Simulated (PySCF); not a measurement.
# AlSiH5O2 (SMILES O[SiH2][O][AlH2]): levels of theory compared

We compute a comparison of 3 runs (CAM-B3LYP/cc-pVDZ, wB97M-V/cc-pVDZ, SCS-MP2/cc-pVDZ) of AlSiH5O2. Input form: a Python script.

The calculation is run with PySCF 2.14.0.

1 further run of the same task is left out (set aside as unsound or not needed).

## (1) The structure to begin with

AlSiH5O2: 9 atoms, total charge 0, spin state singlet. SMILES: `O[SiH2][O][AlH2]`. The Si2–H7 distance was set to 1.710 Å, away from the relaxed value.

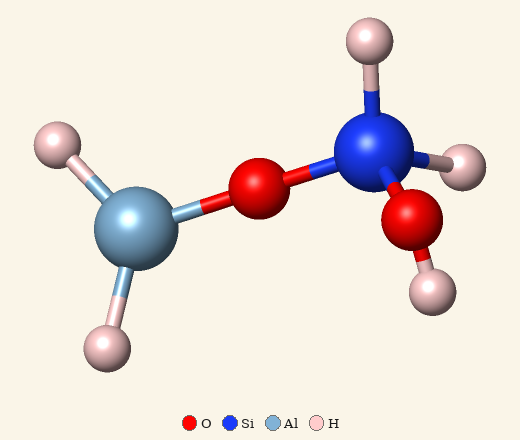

The structure, seen from a chosen angle (oxygen red, silicon blue, aluminium light blue, hydrogen pink).

## (2) The energy at CAM-B3LYP/cc-pVDZ (run 1)

calc.py

```python
from pyscf import gto, dft

molecule = gto.Mole()
molecule.atom = '''
O     -0.718541     1.774160    -1.100331
Si     0.249559     1.141460     0.064769
O      0.327359    -0.474140    -0.004431
Al     0.402259    -2.135740    -0.262731
H     -1.664241     1.650560    -1.013031
H      1.582659     1.727560    -0.197131
H     -0.337300     1.564900     1.614200
H     -0.882941    -2.850940    -0.838931
H      1.742159    -2.885840     0.103269
'''
molecule.max_memory = 1860
molecule.spin = 0
molecule.charge = 0
molecule.basis = 'cc-pvdz'
molecule.verbose = 4
molecule.build()

myscf = dft.RKS(molecule, xc='cam-b3lyp')
myscf.grids.level = 5
myscf.conv_tol = 1e-10
myscf.kernel()
if not myscf.converged:
    myscf = myscf.newton().run(myscf.mo_coeff, myscf.mo_occ)

etot = myscf.e_tot
print('E(%s) = %.9f' % ('CAM-B3LYP', etot))
```

The run is started by

```bash
$ OMP_NUM_THREADS=1 python calc.py
```

Standard output:

```text
PySCF version 2.14.0

[... 77 lines left out ...]
converged SCF energy = -685.433926225432
E(CAM-B3LYP) = -685.433926225
```

Wall time 41 s (1 thread of Intel Xeon at 2.70GHz, shared host); peak memory 0.46 GiB.

## (3) The energy at wB97M-V/cc-pVDZ (run 2)

calc.py

```python
from pyscf import gto, dft

mol = gto.M(
    atom='''
O     -0.718541     1.774160    -1.100331
Si     0.249559     1.141460     0.064769
O      0.327359    -0.474140    -0.004431
Al     0.402259    -2.135740    -0.262731
H     -1.664241     1.650560    -1.013031
H      1.582659     1.727560    -0.197131
H     -0.337300     1.564900     1.614200
H     -0.882941    -2.850940    -0.838931
H      1.742159    -2.885840     0.103269
''',
    charge=0,
    verbose=3,
    spin=0,
    basis='cc-pvdz',
    max_memory=1860,
)

mf = dft.RKS(mol, xc='wb97m-v')
mf.nlcgrids.level = 1
mf.grids.level = 5
mf.conv_tol = 1e-10
mf.kernel()
if not mf.converged:
    mf = mf.newton().run(mf.mo_coeff, mf.mo_occ)

e_tot = mf.e_tot
print('Final energy', e_tot)
```

The run is started by

```bash
$ OMP_NUM_THREADS=1 python calc.py
```

Standard output:

```text
converged SCF energy = -685.385604121623
Final energy -685.3856041216227
```

It took 2.2 min on 1 thread of Intel Xeon at 2.70GHz, shared host; peak memory 0.51 GiB.

## (4) The energy at SCS-MP2/cc-pVDZ (run 3)

calc.py

```python
from pyscf import gto, mp

mol = gto.M(
    atom='''
O     -1.357846     3.352677    -2.079324
Si     0.471598     2.157047     0.122396
O      0.618619    -0.895995    -0.008373
Al     0.760159    -4.035964    -0.496490
H     -3.144960     3.119106    -1.914351
H      2.990792     3.264615    -0.372524
H     -0.637405     2.957232     3.050396
H     -1.668517    -5.387496    -1.585350
H      3.292203    -5.453447     0.195150
''',
    basis='cc-pvdz',
    unit='bohr',
    verbose=4,
    max_memory=1860,
)

mf = mol.RHF()
mf.conv_tol = 1e-10
mf.kernel()
if not mf.converged:
    mf = mf.newton().run(mf.mo_coeff, mf.mo_occ)

pt = mp.MP2(mf, frozen=12).run()
energy = mf.e_tot + 1.2 * pt.e_corr_os + pt.e_corr_ss / 3
print(f'total energy: {energy:.8f} hartree')
```

The run is started by

```bash
$ OMP_NUM_THREADS=1 python calc.py
```

Standard output:

```text
PySCF version 2.14.0

[... 63 lines left out ...]
converged SCF energy = -683.606458447862
[... 1 line left out ...]
******** <class 'pyscf.mp.mp2.RMP2'> ********
nocc = 12, nmo = 77
frozen orbitals 12
E(RMP2) = -684.140521348627  E_corr = -0.534062900764755
E(SCS-RMP2) = -684.139519702288  E_corr = -0.533061254426307
E_corr(same-spin) = -0.124401030566999
E_corr(oppo-spin) = -0.409661870197756
total energy: -684.13951970 hartree
```

Run time: 2.5 s. Hardware: 1 thread of Intel Xeon at 2.70GHz, shared host; peak memory 0.21 GiB.

## (5) All runs side by side

```tsv
run	level	nlc grid	integration grid	energy (Eh)	dipole moment (D) of the reference	HOMO energy (eV)	LUMO energy (eV)	wall time
1	CAM-B3LYP/cc-pVDZ	–	5	-685.433926	1.38	-9.46	-0.25	41 s
2	wB97M-V/cc-pVDZ	1	5	-685.385604	1.41	-10.27	0.46	2.2 min
3	SCS-MP2/cc-pVDZ	–	–	-684.139520	1.50	-11.43	1.48	2.5 s
```

## (6) Summary of results

| quantity | value |
| --- | --- |
| run 3: total energy | -684.13952 Eh |
| run 3: dipole moment (Hartree–Fock density) | 1.50 D |
| run 3: HOMO energy (Hartree–Fock orbitals) | -11.43 eV |
| run 3: LUMO energy (Hartree–Fock orbitals) | 1.48 eV |
| run 3: HOMO–LUMO gap (Hartree–Fock orbitals) | 12.91 eV |
| run 3: correlation energy (12 core orbitals frozen) | -533.1 mEh |

**Reading.** Totals of different functionals can't be ranked against each other. All runs together took 2.9 min, the longest 2.2 min.
